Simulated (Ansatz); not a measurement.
# GaBr3: geometry, orbitals and charge

Aim: characterise GaBr3 as a singlet: its structure, frontier levels and distribution of charge.

Program: Ansatz 0.2.0, Gaussian basis. Level of theory: RKS PBE0-D4/def2-TZVP. These are calculated values, not measurements.

Levels to be run: relaxation at PBE-D4/def2-SVP; a search for the lowest solution at PBE0-D4/def2-SVP; a single point at PBE0-D4/def2-TZVP; harmonic vibrations at PBE-D4/def2-SVP.

## (1) The starting structure

4 atoms, charge 0, spin multiplicity 1.

Atoms are counted from 1 here; the program's logs count them from 0.

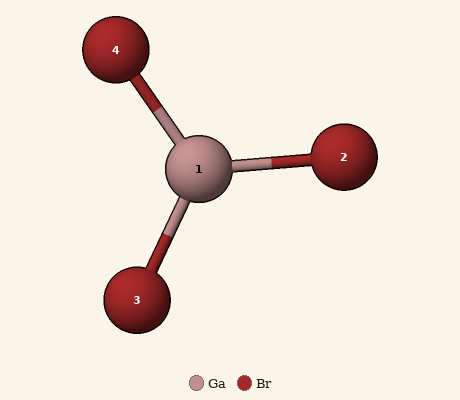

The starting geometry (gallium pink, bromine red); atoms are numbered from 1 in the order of the file.

Coordinates:

```mol
Br3Ga
  3D, bonds by distance, orders not assigned

  4  3  0  0  0  0  0  0  0  0999 V2000
   -0.0007    0.0002   -0.0005 Ga  0  0
    2.2939   -0.0272    0.0129 Br  0  0
   -1.1230    1.9994   -0.0168 Br  0  0
   -1.1702   -1.9725    0.0044 Br  0  0
  1  2  8  0
  1  3  8  0
  1  4  8  0
M  END
```

The start is a GFN2-xTB geometry.

## (2) Optimising with PBE-D4/def2-SVP

Input file in.yaml:

```yaml
crystal:
  periodic: [false, false, false]
  atoms:
    - {symbol: Ga, position_ang: [-0.000670, 0.000200, -0.000500]}
    - {symbol: Br, position_ang: [2.293930, -0.027150, 0.012930]}
    - {symbol: Br, position_ang: [-1.123040, 1.999430, -0.016830]}
    - {symbol: Br, position_ang: [-1.170210, -1.972480, 0.004400]}
basis:
  gaussian: {orbitals: def2-SVP}
hamiltonian: {xc: pbe, dispersion: d4}
scf: {lower_state_search: "off"}
output: {orbitals: {seedname: orbitals}}
relax: {f_tol: 0.02, max_steps: 100}
```

Launch:

```
$ ansatz run in.yaml --threads 2 --pin off --events-out ev --progress --plain --max-ram 32768MiB --backend cpu
```

The log of the run, shortened:

```text
Functional definition: PBE
  name "PBE"
  cite "Perdew, Burke & Ernzerhof, Phys. Rev. Lett. 77, 3865 (1996) doi:10.1103/PhysRevLett.77.3865"
  parent pbe
[...]
1390 factors; their error is unknown
[...]
mean field -262450.03466621 eV, -9644.8608789603 hartree, gradient 8.2e-6 eV, S^2 0.000000; 0 other end points of the search recorded, 0 dependent functions left out
[...]
reference -262450.03470007 eV, -9644.8608802049 hartree; 68, 68 occupied and 60, 60 virtual orbitals, 1390 factors
relax step   1: F+E_penalty+E_count = -262450.21277482 eV  Δ(F+E_penalty+E_count) = +0.000e0 eV  max|allowed force component| = 1.469e-1 eV/Å  Δτ_max = 0.0000 Å  (13 SCF iters, accepted)
[...]
relax step   2: F+E_penalty+E_count = -262450.21474774 eV  Δ(F+E_penalty+E_count) = -1.973e-3 eV  max|allowed force component| = 2.314e-3 eV/Å  Δτ_max = 0.0104 Å  (20 SCF iters, accepted)
Total energy: -262450.21478155 eV, -9644.8674980772 hartree
Atom 0 at    -0.000244     0.000069    -0.000201 Å, force     0.002314    -0.000650     0.000596 eV/Å
Atom 1 at     2.283517    -0.027092     0.012774 Å, force    -0.000481     0.000157    -0.000197 eV/Å
Atom 2 at    -1.118234     1.991418    -0.016859 Å, force    -0.000960     0.000691    -0.000202 eV/Å
Atom 3 at    -1.165028    -1.964396     0.004286 Å, force    -0.000873    -0.000198    -0.000197 eV/Å
Dipole moment:    -0.000360     0.000101    -0.000126 e Å
Checks for a lower state left out: stability, starts, cluster_reference, orbital_swaps, neighbouring_geometries, increment
```

Run time: 2.6 s. Hardware: 2 threads of AMD EPYC 7R13, shared host.

Relaxation path:

```
step  energy from step 1 (eV)  largest force component (eV/Å)
   1                   0.0000                          0.1469
   2                  -0.0020                          0.0023
```

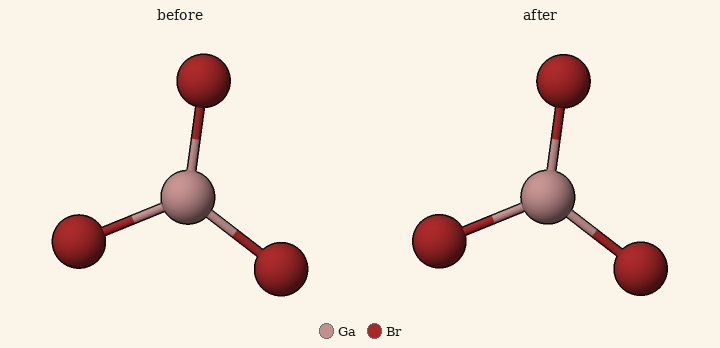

Before and after, at one scale.

Distances of close pairs at the start and the end, largest changes first:

```
   bond  before (Å)  after (Å)  change (Å)
Ga1–Br2       2.295      2.284      -0.011
Ga1–Br4       2.293      2.284      -0.009
Ga1–Br3       2.293      2.284      -0.009
```

Bonds by kind at the end (by distance):

```
 bond  count  shortest (Å)  longest (Å)
Br–Ga      3         2.284        2.284
```

## (3) Searching for the lowest solution, PBE0-D4/def2-SVP

start.molden holds the orbitals of an earlier run on this state, given as this run's starting guess.

Input file in.yaml:

```yaml
crystal:
  periodic: [false, false, false]
  atoms:
    - {symbol: Ga, position_ang: [-0.000244, 0.000069, -0.000201]}
    - {symbol: Br, position_ang: [2.283517, -0.027092, 0.012774]}
    - {symbol: Br, position_ang: [-1.118234, 1.991418, -0.016859]}
    - {symbol: Br, position_ang: [-1.165028, -1.964396, 0.004286]}
basis:
  gaussian: {orbitals: def2-SVP, initial_orbitals: start.molden}
hamiltonian: {xc: pbe0, dispersion: d4}
output: {orbitals: {seedname: orbitals}}
```

Same command.

The log of the run:

```text
Functional definition: PBE0
  name "PBE0"
  cite "Adamo & Barone, J. Chem. Phys. 110, 6158 (1999) doi:10.1063/1.478522"
  cite "Perdew, Burke & Ernzerhof, Phys. Rev. Lett. 77, 3865 (1996) doi:10.1103/PhysRevLett.77.3865"
  parent pbe
  parameter a = 0.25
  parameter kappa = 0.804
  parameter beta = 0.06672455060314922
  exchange = (1 - a)*pbe_x(kappa = kappa, mu = beta*pi^2/3) + a*exact_x
  correlation = pbe_c(beta = beta)
1228 factors; integrals over basis functions are off by at most 4.0e-4 eV
mean field evaluation 1: about -262458.3401 eV, gradient 9.6e0 eV
mean field evaluation 2: about -262458.4639 eV, gradient 1.7e-1 eV
mean field evaluation 4: about -262458.4696 eV, gradient 3.6e-4 eV
mean field evaluation 8: about -262457.4472 eV, gradient 2.3e1 eV
mean field evaluation 16: about -262458.4696 eV, gradient 5.1e-3 eV
mean field -262458.46958187 eV, -9645.1708563935 hartree, gradient 2.2e-5 eV, S^2 0.000000; 1 other end points of the search recorded, 0 dependent functions left out
reference -262458.46960726 eV, -9645.1708573267 hartree; 68, 68 occupied and 60, 60 virtual orbitals, 1228 factors
Total energy: -262458.62686099 eV, -9645.1766362947 hartree
```

Wall time 4.3 s (2 threads of AMD EPYC 7R13, shared host).

HOMO -8.60 eV, LUMO -2.31 eV.

## (4) Single point, PBE0-D4/def2-TZVP

in.yaml: that of step 3 with these lines changed.

```diff
@@ -8,4 +8,5 @@
 basis:
-  gaussian: {orbitals: def2-SVP, initial_orbitals: start.molden}
+  gaussian: {orbitals: def2-TZVP, initial_orbitals: start.molden}
 hamiltonian: {xc: pbe0, dispersion: d4}
+scf: {omitted_lower_state_checks: [starts]}
 output: {orbitals: {seedname: orbitals}}
```

Same command.

The log of the run, shortened:

```text
Functional definition: PBE0
  name "PBE0"
  cite "Adamo & Barone, J. Chem. Phys. 110, 6158 (1999) doi:10.1063/1.478522"
  cite "Perdew, Burke & Ernzerhof, Phys. Rev. Lett. 77, 3865 (1996) doi:10.1103/PhysRevLett.77.3865"
  parent pbe
[...]
1306 factors; integrals over basis functions are off by at most 1.2e-3 eV
[...]
mean field -262490.67960581 eV, -9646.3545529406 hartree, gradient 1.9e-5 eV, S^2 0.000000; 0 other end points of the search recorded, 0 dependent functions left out
reference -262490.67963284 eV, -9646.3545539339 hartree; 68, 68 occupied and 124, 124 virtual orbitals, 1306 factors
Total energy: -262490.83688657 eV, -9646.3603329018 hartree
Checks for a lower state left out: starts
```

Wall time 6.5 s (2 threads of AMD EPYC 7R13, shared host); peak memory 0.55 GiB.

Report: HOMO -8.71 eV, LUMO -2.43 eV.

Mulliken charges, from this run's orbitals:

```
atom  value (e)
 Ga1       0.64
 Br2      -0.21
 Br3      -0.21
 Br4      -0.21
```

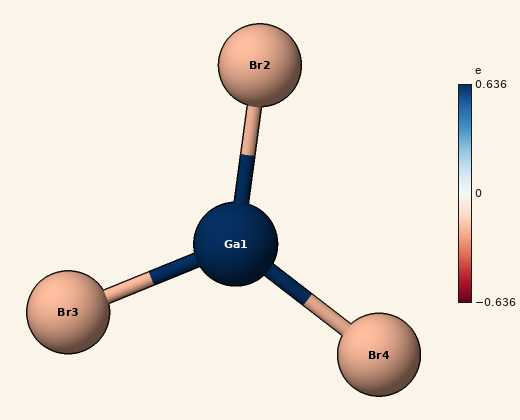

Mulliken charges, from this run's orbitals, as colours on the atoms.

Largest Mayer bond orders: Ga1–Br2 1.12; Ga1–Br3 1.12; Ga1–Br4 1.12.

## (5) Vibrations by finite differences

in.yaml: that of step 4 with these lines changed.

```diff
@@ -8,5 +8,5 @@
 basis:
-  gaussian: {orbitals: def2-TZVP, initial_orbitals: start.molden}
-hamiltonian: {xc: pbe0, dispersion: d4}
+  gaussian: {orbitals: def2-SVP}
+hamiltonian: {xc: pbe, dispersion: d4}
 scf: {omitted_lower_state_checks: [starts]}
-output: {orbitals: {seedname: orbitals}}
+phonons: {temperatures: {t_min: 298.15, t_max: 900, t_step: 200}}
```

The command is unchanged.

The log of the run, shortened:

```text
Functional definition: PBE
  name "PBE"
  cite "Perdew, Burke & Ernzerhof, Phys. Rev. Lett. 77, 3865 (1996) doi:10.1103/PhysRevLett.77.3865"
  parent pbe
[...]
1390 factors; their error is unknown
[...]
mean field -262450.03569726 eV, -9644.8609168507 hartree, gradient 4.1e-6 eV, S^2 0.000000; 0 other end points of the search recorded, 0 dependent functions left out
[...]
reference -262450.03573108 eV, -9644.8609180935 hartree; 68, 68 occupied and 60, 60 virtual orbitals, 1390 factors
[...]
1390 factors; their error is unknown
mean field -262450.03564267 eV, -9644.8609148445 hartree, gradient 2.0e-6 eV, S^2 0.000000; 0 other end points of the search recorded, 0 dependent functions left out
[...]
reference -262450.03567648 eV, -9644.8609160872 hartree; 68, 68 occupied and 60, 60 virtual orbitals, 1390 factors
[...]
1390 factors; their error is unknown
[...]
1390 factors; their error is unknown
[...]
mean field -262450.03569688 eV, -9644.8609168366 hartree, gradient 2.4e-6 eV, S^2 0.000000; 0 other end points of the search recorded, 0 dependent functions left out
[...]
reference -262450.03573069 eV, -9644.8609180794 hartree; 68, 68 occupied and 60, 60 virtual orbitals, 1390 factors
Total energy: -262450.21478155 eV, -9644.8674980772 hartree
Atom 0 at    -0.000244     0.000069    -0.000201 Å, force     0.002318    -0.000647     0.000595 eV/Å
Atom 1 at     2.283517    -0.027092     0.012774 Å, force    -0.000483     0.000157    -0.000196 eV/Å
Atom 2 at    -1.118234     1.991418    -0.016859 Å, force    -0.000960     0.000690    -0.000202 eV/Å
Atom 3 at    -1.165028    -1.964396     0.004286 Å, force    -0.000875    -0.000200    -0.000197 eV/Å
Dipole moment:    -0.000360     0.000101    -0.000126 e Å
Vibrations: 78.02 78.03 104.70 217.90 341.26 341.40 cm⁻¹, zero-point energy 0.071992 eV
Checks for a lower state left out: starts
```

Wall time 30 s (2 threads of AMD EPYC 7R13, shared host).

Motions are named by where the mode's potential energy lies. The modes, unscaled (a negative number is an imaginary wavenumber):

```
mode  cm⁻¹             motion
   1    78               bend
   2    78               bend
   3   105  out-of-plane bend
   4   218      Ga–Br stretch
   5   341      Ga–Br stretch
   6   341      Ga–Br stretch
```

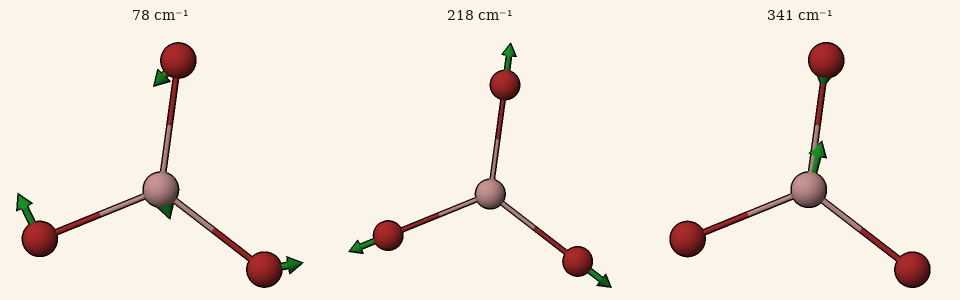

How the atoms move in 3 of the modes.

## (6) Summary of results

| quantity | value |
| --- | --- |
| point group | D3h |
| commonest bond | Br–Ga, 3 of mean length 2.284 Å |
| HOMO, LUMO at PBE0-D4/def2-TZVP | -8.71, -2.43 eV |
| dipole at PBE-D4/def2-SVP | 0.00 D |
| lowest, highest wavenumber | 78, 341 cm⁻¹ |

What this shows: The molecule keeps its bonding pattern by the stored test; the atoms moved 0.01 Å (rms). All wavenumbers are real: a minimum at this level.
